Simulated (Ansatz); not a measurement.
# GaH₃ (triplet): correlated methods under varied settings at distance Ga1–H3 = 3.528 Å

Aim: run GaH₃ (triplet) at one geometry under a spread of methods and options, and see what each costs and gives.

The runs use Ansatz 0.2.0, Gaussian basis; the settings change from run to run.

21 further runs of the same task are left out: 16 that didn't finish, 5 set aside as unsound or not needed.

## 1. What is computed

The geometry derives from a PBE0/def2-TZVP stationary point (not a proven minimum). One bond is set to the value named and the two fragments are kept rigid. No spin-orbit coupling is included. The filled d shell of Ga may be among the frozen orbitals whatever the setting's name suggests; the logs give the count.

4 atoms, charge 0, spin multiplicity 3.

Atoms are counted from 1 here; the program's logs count them from 0.

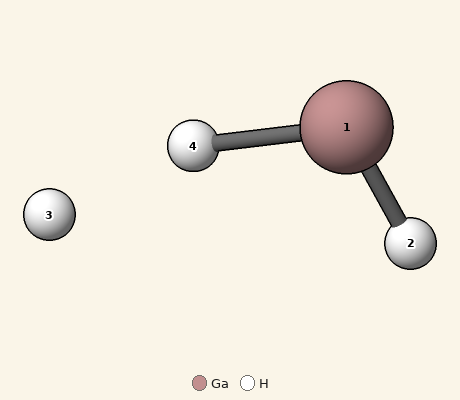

The geometry (gallium pink, hydrogen white); atoms are numbered from 1 in the order of the file.

## 2. CASSCF(4,9)/cc-pVDZ

in.yaml reads:

```yaml
crystal:
  periodic: [false, false, false]
  atoms:
    - {symbol: Ga, position_ang: [-0.004517, 0.030488, -0.066830]}
    - {symbol: H, position_ang: [-0.004517, -1.474837, -0.562608]}
    - {symbol: H, position_ang: [0.726918, -0.416732, 3.355418]}
    - {symbol: H, position_ang: [-0.409935, -0.217396, 1.830046]}
basis:
  gaussian: {orbitals: cc-pVDZ}
magnetization: {spin_polarized: false, initial_magnetization: 2}
correlation: {active_space: {window: {electrons: 4, orbitals: 9}}}
```

Launch:

```
> ansatz run in.yaml --threads 1 --pin off --events-out ev --progress --plain --max-ram 2393MiB
```

Log:

```text
Functional definition: HF
  name "HF"
  cite "Fock, Z. Phys. 61, 126 (1930) doi:10.1007/BF01340294"
  parent pbe
  exchange = exact_x
  correlation = 0
451 factors; integrals over basis functions are off by at most 9.8e-4 eV
mean field evaluation 1: about -52374.7112 eV, gradient 8.1e0 eV
mean field evaluation 2: about -52374.7254 eV, gradient 8.1e0 eV
mean field evaluation 4: about -52376.1892 eV, gradient 1.8e0 eV
mean field evaluation 8: about -52376.2477 eV, gradient 2.2e-1 eV
mean field -52376.24873452 eV, -1924.7916390970 hartree, gradient 1.9e-6 eV, S^2 2.000000; 0 other end points of the search recorded, 0 dependent functions left out
reference -52376.24873452 eV, -1924.7916390970 hartree; 18, 16 occupied and 24, 26 virtual orbitals, 451 factors
state -52377.25717315 eV, -1924.8286985334 hartree
Total energy: -52377.25717315 eV, -1924.8286985334 hartree
```

Wall time 6 s (1 thread of Arm Neoverse V1, shared host).

From the report: 1,296 determinants; active occupations 1.93, 1.00, 1.00, 0.04, 0.01, 0.01, 0.00, 0.00, 0.00.

## 3. MRCISD+Q(2,4)/cc-pVDZ

Changes to in.yaml since step 2:

```diff
@@ -10,2 +10,2 @@
 magnetization: {spin_polarized: false, initial_magnetization: 2}
-correlation: {active_space: {window: {electrons: 4, orbitals: 9}}}
+correlation: {method: fic_mrcisd_q, electrons: outside_noble_gas, active_space: {window: {electrons: 2, orbitals: 4}, states: [{multiplicity: 3, weights: [1, 0.5, 0.5]}], root: 1}}
```

The command is unchanged.

Log, shortened:

```text
Functional definition: HF
  name "HF"
  cite "Fock, Z. Phys. 61, 126 (1930) doi:10.1007/BF01340294"
  parent pbe
[...]
808 factors; integrals over basis functions are off by at most 1.5e-7 eV
[...]
mean field -52376.24883729 eV, -1924.7916428737 hartree, gradient 2.6e-6 eV, S^2 2.000000; 0 other end points of the search recorded, 0 dependent functions left out
reference -52376.24883729 eV, -1924.7916428737 hartree; 18, 16 occupied and 24, 26 virtual orbitals, 808 factors
state -52376.19470393 eV, -1924.7896535097 hartree
state -52373.53395882 eV, -1924.6918729302 hartree
state -52370.28683804 eV, -1924.5725434427 hartree
contracted CI cycle   1: correlation 0.00000000 eV, 0.0000000000 hartree, residual 9.94e0 eV
contracted CI cycle   2: correlation -2.11489467 eV, -0.0777209455 hartree, residual 1.73e0 eV
[...]
contracted CI cycle 111: correlation -2.62067351 eV, -0.0963079752 hartree, residual 3.85e-5 eV
contracted CI cycle 112: correlation -2.62067351 eV, -0.0963079752 hartree, residual 2.53e-5 eV
contracted CI cycle 113: correlation -2.62067351 eV, -0.0963079752 hartree, residual 4.79e-5 eV
contracted CI cycle 114: correlation -2.62067351 eV, -0.0963079752 hartree, residual 1.52e-4 eV
contracted CI cycle 115: correlation -2.62067351 eV, -0.0963079752 hartree, residual 3.12e-5 eV
contracted CI cycle 116: correlation -2.62067351 eV, -0.0963079752 hartree, residual 2.11e-5 eV
contracted CI cycle 117: correlation -2.62067351 eV, -0.0963079752 hartree, residual 3.31e-5 eV
contracted CI cycle 118: correlation -2.62067351 eV, -0.0963079752 hartree, residual 7.01e-5 eV
contracted CI cycle 119: correlation -2.62067351 eV, -0.0963079752 hartree, residual 1.59e-5 eV
state -52370.28683804 eV, -1924.5725434427 hartree; corrected -52374.00601419 eV, -1924.7092206452 hartree
Total energy: -52376.51255981 eV, -1924.8013344976 hartree
```

It took 3.1 s on 1 thread of Arm Neoverse V1, shared host.

From the report: 16 determinants; active occupations (of the averaged states) 1.00, 0.50, 0.25, 0.25.

## 4. CCSD/cc-pVDZ

in.yaml reads:

```yaml
crystal:
  periodic: [false, false, false]
  atoms:
    - {symbol: Ga, position_ang: [-0.004517, 0.030488, -0.066830]}
    - {symbol: H, position_ang: [-0.004517, -1.474837, -0.562608]}
    - {symbol: H, position_ang: [0.726918, -0.416732, 3.355418]}
    - {symbol: H, position_ang: [-0.409935, -0.217396, 1.830046]}
basis:
  gaussian: {orbitals: cc-pVDZ}
magnetization: {spin_polarized: true, initial_magnetization: 2}
hamiltonian: {xc: {name: PBE0}, pseudopotentials: {relativity: none}}
correlation: {method: ccsd, electrons: outside_noble_gas}
output: {forces: true}
```

Same command.

Log, shortened:

```text
Functional definition: PBE0
  name "PBE0"
  cite "Adamo & Barone, J. Chem. Phys. 110, 6158 (1999) doi:10.1063/1.478522"
  cite "Perdew, Burke & Ernzerhof, Phys. Rev. Lett. 77, 3865 (1996) doi:10.1103/PhysRevLett.77.3865"
  parent pbe
[...]
451 factors; integrals over basis functions are off by at most 9.8e-4 eV
[...]
mean field -52413.83182580 eV, -1926.1727922267 hartree, gradient 3.8e-6 eV, S^2 2.004516; 0 other end points of the search recorded, 0 dependent functions left out
14 core orbitals not correlated: weight in the atoms' cores, before any rotation towards them, 0.998 or more for the frozen orbitals, at most 0.001 for the correlated occupied ones
reference -52375.92430321 eV, -1924.7797164664 hartree; 4, 2 occupied and 24, 26 virtual orbitals, 451 factors
second order -1.72159436 eV of doubles, -0.14943884 eV of singles
cycle   1  -2.23345483 eV  change   -3.6e-1 eV  update   5.3e-2
[...]
cycle  15  -2.40037013 eV  change   -7.2e-7 eV  update   8.6e-7
[...]
Total energy: -52378.32467334 eV, -1924.8679284416 hartree
Atom 0 at    -0.004517     0.030488    -0.066830 Å, force    -0.516390    -0.385033     2.450140 eV/Å
Atom 1 at    -0.004517    -1.474837    -0.562608 Å, force     0.086005    -0.237835    -0.569416 eV/Å
Atom 2 at     0.726918    -0.416732     3.355418 Å, force     0.119189    -0.006498     0.169834 eV/Å
Atom 3 at    -0.409935    -0.217396     1.830046 Å, force     0.311195     0.629366    -2.050557 eV/Å
Dipole moment:     0.036890     0.150721    -0.321802 e Å
```

Wall time 4.2 s (1 thread of Arm Neoverse V1, shared host).

From the report: ⟨S²⟩ of the determinant 2.005 (pure triplet: 2.00); correlation -2.4004 eV; T1 0.026; largest double amplitude 0.04. The orbitals are Kohn-Sham ones, so correlation energy and T1 don't compare with those on Hartree-Fock orbitals.

## 5. MRCISD+Q(2,4)/def2-SVP

in.yaml reads:

```yaml
crystal:
  periodic: [false, false, false]
  atoms:
    - {symbol: Ga, position_ang: [-0.004517, 0.030488, -0.066830]}
    - {symbol: H, position_ang: [-0.004517, -1.474837, -0.562608]}
    - {symbol: H, position_ang: [0.726918, -0.416732, 3.355418]}
    - {symbol: H, position_ang: [-0.409935, -0.217396, 1.830046]}
basis:
  gaussian: {orbitals: def2-SVP, point_charges: [{charge: 1.00, position_ang: [3.659, 0.532, 0.494]}]}
magnetization: {spin_polarized: false, initial_magnetization: 2}
correlation: {method: fic_mrcisd_q, electrons: outside_noble_gas, active_space: {window: {electrons: 2, orbitals: 4}}}
```

The command is unchanged.

Log, shortened:

```text
Functional definition: HF
  name "HF"
  cite "Fock, Z. Phys. 61, 126 (1930) doi:10.1007/BF01340294"
  parent pbe
[...]
476 factors; integrals over basis functions are off by at most 9.3e-4 eV
[...]
mean field -52370.21294048 eV, -1924.5698277573 hartree, gradient 2.4e-6 eV, S^2 2.000000; 2 other end points of the search recorded, 0 dependent functions left out
reference -52370.21294048 eV, -1924.5698277573 hartree; 18, 16 occupied and 29, 31 virtual orbitals, 476 factors
state -52370.21811774 eV, -1924.5700180180 hartree
contracted CI cycle   1: correlation 0.00000000 eV, 0.0000000000 hartree, residual 1.00e1 eV
contracted CI cycle   2: correlation -2.03618896 eV, -0.0748285640 hartree, residual 2.21e0 eV
contracted CI cycle   3: correlation -2.16334154 eV, -0.0795013354 hartree, residual 9.03e-1 eV
contracted CI cycle   4: correlation -2.18627959 eV, -0.0803442930 hartree, residual 4.02e-1 eV
contracted CI cycle   5: correlation -2.19025210 eV, -0.0804902802 hartree, residual 1.51e-1 eV
contracted CI cycle   6: correlation -2.19090975 eV, -0.0805144481 hartree, residual 8.12e-2 eV
contracted CI cycle   7: correlation -2.19110865 eV, -0.0805217576 hartree, residual 4.31e-2 eV
contracted CI cycle   8: correlation -2.19116377 eV, -0.0805237832 hartree, residual 2.14e-2 eV
contracted CI cycle   9: correlation -2.19117608 eV, -0.0805242357 hartree, residual 1.02e-2 eV
contracted CI cycle  10: correlation -2.19117847 eV, -0.0805243236 hartree, residual 4.53e-3 eV
contracted CI cycle  11: correlation -2.19117894 eV, -0.0805243408 hartree, residual 1.98e-3 eV
contracted CI cycle  12: correlation -2.19117904 eV, -0.0805243443 hartree, residual 8.65e-4 eV
state -52370.21811774 eV, -1924.5700180180 hartree; corrected -52372.57345658 eV, -1924.6565751240 hartree
Total energy: -52372.57345658 eV, -1924.6565751240 hartree
```

Wall time 2.5 s (1 thread of Arm Neoverse V1, shared host).

From the report: 16 determinants; active occupations 1.00, 1.00, 0.00, 0.00.

## 6. CCSD/cc-pVDZ

in.yaml reads:

```yaml
crystal:
  periodic: [false, false, false]
  atoms:
    - {symbol: Ga, position_ang: [-0.004517, 0.030488, -0.066830]}
    - {symbol: H, position_ang: [-0.004517, -1.474837, -0.562608]}
    - {symbol: H, position_ang: [0.726918, -0.416732, 3.355418]}
    - {symbol: H, position_ang: [-0.409935, -0.217396, 1.830046]}
basis:
  gaussian: {orbitals: cc-pVDZ, fitting: {mean_field: def2-universal-jkfit}}
magnetization: {spin_polarized: false, initial_magnetization: 2}
hamiltonian: {xc: {name: PBE}}
correlation: {method: ccsd, electrons: all}
scf: {lower_state_search: off}
```

Same command.

Log, shortened:

```text
Functional definition: PBE
  name "PBE"
  cite "Perdew, Burke & Ernzerhof, Phys. Rev. Lett. 77, 3865 (1996) doi:10.1103/PhysRevLett.77.3865"
  parent pbe
[...]
320 factors; integrals over basis functions are off by at most 6.2e-1 eV
[...]
mean field -52412.69033146 eV, -1926.1308430836 hartree, gradient 6.3e-7 eV, S^2 2.000000; 0 other end points of the search recorded, 0 dependent functions left out
reference -52375.49634502 eV, -1924.7639892930 hartree; 18, 16 occupied and 24, 26 virtual orbitals, 320 factors
second order -2.70233290 eV of doubles, -0.61561484 eV of singles
cycle   1  -3.40743477 eV  change   -1.1e-1 eV  update   6.8e-2
[...]
cycle  10  -3.64761750 eV  change    1.1e-6 eV  update   3.5e-5
Total energy: -52379.14396252 eV, -1924.8980367635 hartree
Checks for a lower state left out: stability, starts, cluster_reference, orbital_swaps, neighbouring_geometries, increment
```

Wall time 2.9 s (1 thread of Arm Neoverse V1, shared host).

From the report: correlation -3.6476 eV; T1 0.019; largest double amplitude 0.04. The orbitals are Kohn-Sham ones, so correlation energy and T1 don't compare with those on Hartree-Fock orbitals.

## 7. All runs side by side

Where basis and cores are those of an earlier FCI/cc-pVDZ run (-52378.5462 eV), and the state is the same kind, the miss against it is given.

```tsv
level	correlated	functions	energy (eV)	from FCI (meV)	time
CASSCF(4,9)/cc-pVDZ		42	-52377.2572	1289.0	6 s
MRCISD+Q(2,4)/cc-pVDZ (excited root 1 of an average)	outside noble gas	42	-52376.5126		3.1 s
CCSD/cc-pVDZ (on PBE0 orbitals)	outside noble gas	42	-52378.3247		4.2 s
MRCISD+Q(2,4)/def2-SVP (beside a point charge)	outside noble gas	47	-52372.5735		2.5 s
CCSD/cc-pVDZ (on PBE orbitals)	all	42	-52379.1440		2.9 s
```

## 8. What came out

```
quantity                                                  value
    runs                                                      5
quickest  MRCISD+Q(2,4)/def2-SVP (beside a point charge), 2.5 s
 slowest                               CASSCF(4,9)/cc-pVDZ, 6 s
```

What this shows: Total energies in different bases, with other cores or another treatment of relativity can't be set against each other. CASSCF(4,9)/cc-pVDZ took 2 times as long as MRCISD+Q(2,4)/def2-SVP (beside a point charge); the jobs differ in more than the method. Hartree-Fock, CASSCF and CASCI lack dynamic correlation by design.
